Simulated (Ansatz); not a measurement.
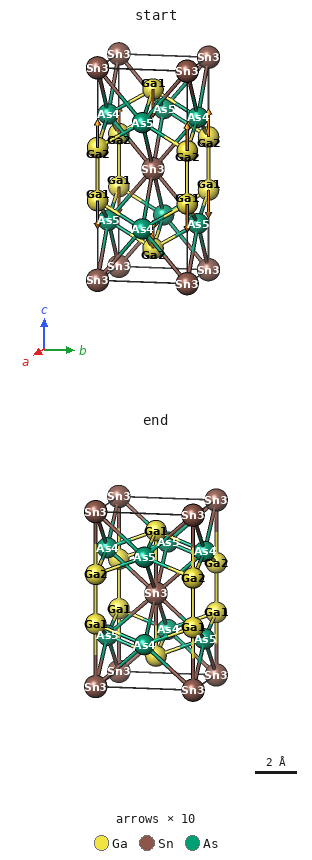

The structure of a crystal of Ga2SnAs2 (a generated structure, set up in I4/mmm) before (top) and after (bottom) a relaxation, at one scale. The orange arrows give the displacements (the part carried along by the change of the cell is left out), magnified 10 times.

Style: ball-and-stick. Shown: the conventional cell (2 times the calculation's cell), slightly off an axis. Lengths and directions refer to the drawn axes.

Level of theory: DFT PBE, scalar-relativistic, plane waves, PAW (Ansatz 0.2.0). Set-up: plane-wave cutoff 420 eV; k-point mesh 12 × 12 × 12; occupations gaussian; smearing width 0.1 eV; no spin polarisation; cell and atoms relaxed; force threshold 0.01 eV/Å; at most 80 steps.

Summarise the run.

After 7 accepted moves (9 points after the start) the energy has fallen by 102 meV per atom. Largest force component: 0.43 eV/Å at the start, 0.001 eV/Å at the end. Pressure: −0.76 GPa at the start and −0.02 GPa at the end. The SCF was repeated twice at an unchanged geometry on a basis and grid sized afresh for the cell, which shifted the energy by 0.5 meV per atom at most. The largest moves relative to the cell, 0.15 Å, are those of Ga1 and Ga2. Ga2 goes along +c. Sn and As stay in place. Cell: a = b 4.591 → 4.988 Å (+8.6 %), c 10.718 → 8.822 Å (−17.7 %). Volume −2.8 %. Some distances before and after: Ga1–Sn3 4.019 → 3.162 Å, Sn3–As4 3.528 → 3.329 Å, Ga1–Ga2 2.679 → 2.499 Å, Ga1–As4 2.658 → 2.671 Å. Among the angles between lasting bonds that change: As4–Ga1–As4 119.5° → 138.0°, Ga1–As5–Ga1 119.5° → 138.0°, Ga2–Ga1–As4 120.3° → 111.0°. The space group stays I4/mmm (No. 139). The run took 5.7 min on 1 thread of Intel(R) Xeon(R) CPU @ 2.80GHz (Skylake/Cascade Lake), with other jobs on the host, peak memory 0.94 GiB.
